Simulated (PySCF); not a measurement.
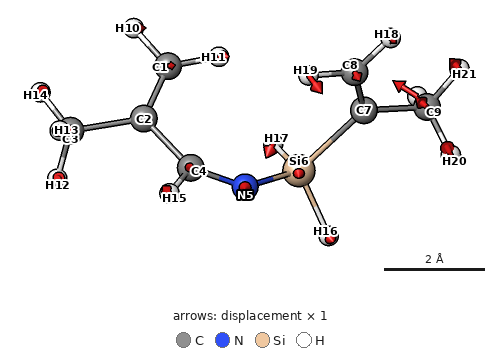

A relaxation of C$_{7}$H$_{13}$NSi. The starting structure is drawn; red arrows show the displacements, at their true length. The two geometries are superimposed by the best rigid fit.

Style: ball-and-stick. Shown at a tilt.

The start comes from GFN2-xTB. Its atoms were then displaced at random by about 0.01 Å.

The calculation used PBE0-D3(BJ)/def2-SVP geometry optimisation, gas phase (PySCF). 

Q: Which element moves most?

A: Hydrogen: up to 0.62 Å, against 0.40 Å for carbon.

Q: What did the optimiser do to the structure, and how much energy did it gain?

A: After 11 geometry steps the energy has fallen by 7.97 kcal/mol. The largest move after the best rigid fit is that of an H atom, 0.62 Å. Largest moves by element: H 0.62 Å, C 0.40 Å, N 0.35 Å, Si 0.30 Å. Among the contacts that change: C–H 1.046 → 1.094 Å, N–Si 1.703 → 1.746 Å, C–N 1.229 → 1.266 Å, H–Si 1.459 → 1.495 Å. Bond angles that change, for instance: C–N–Si 138.9° → 132.6°, N–Si–H 101.7° → 107.2°, N–Si–H 119.6° → 114.8°.
